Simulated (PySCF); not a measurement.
CH$_{9}$F$_{3}$O$_{2}$Si$_{4}$

The calculation's input:

```
{"job": {"kind": "nmr", "xc": "PBE0", "basis": "pcSseg-1"}, "charge": 0, "multiplicity": 1}
O     -1.217714    -1.901049     0.518182
Si    -1.406787    -0.710462    -0.567649
C     -3.050062     0.193433    -0.037834
F     -3.976526    -0.747447     0.321876
F     -2.833518     0.940478     1.089139
Si     0.395126     0.632076    -0.112291
F      0.157400     1.964971    -1.021440
Si     1.079526     1.311334     2.002373
O      1.660352    -0.065106    -0.846350
Si     2.943258    -0.671060    -1.627386
H     -1.947837    -2.417399     0.856091
H     -1.807852    -1.274988    -1.872327
H     -3.535470     0.853313    -0.765086
H      2.061401     2.406285     1.972556
H     -0.057371     1.774349     2.803638
H      1.717995     0.209784     2.737435
H      3.945938     0.390520    -1.678106
H      2.479994    -1.069304    -2.955955
H      3.382343    -1.810478    -0.824330
```

Launched as:

```sh
OMP_NUM_THREADS=1 python probes_run.py task.json out
```

Geometry: GFN2-xTB.

Method: PBE0/pcSseg-1, SCF density, gas phase, non-relativistic in PySCF.

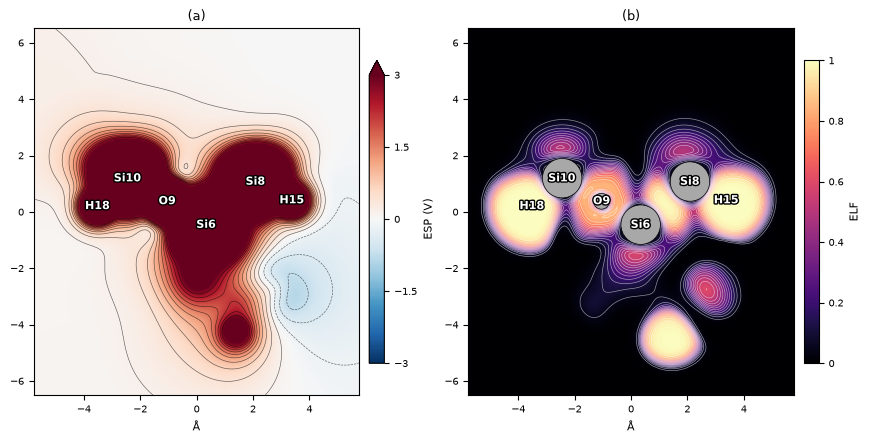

Figure 1. (a) molecular electrostatic potential; (b) electron localisation function on the plane of atoms Si8, Si6 and O9. Grey discs cover the atomic cores in the ELF map.

**What do the fields say about this system?**

- The plane passes through Si, O and H nuclei.
- Si–O (1.62 Å): the ELF peaks at about 0.85 between the atoms; a polar covalent bond.
- The ELF also peaks beside O9, away from the bonds: lone-pair regions.
- Outside the dense part of the molecule the potential is most negative (−0.8 V) near F5, which lies off the plane.

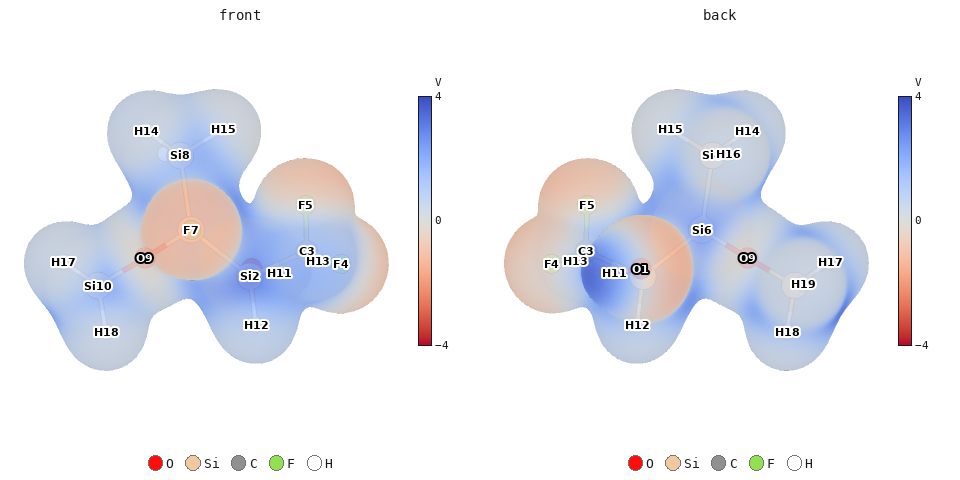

Figure 2. The molecular electrostatic potential painted on the density surface at 0.004 e/bohr³, seen from the front and from behind; red is negative and blue positive.

**Describe the electrostatic potential map.**

The most negative region (about −1.2 V) lies over O1, the most positive (about +3.2 V) over H11. O1 is the likeliest acceptor of a hydrogen bond.

**How polar is the molecule by this calculation?**

Its dipole moment is 1.91 D.
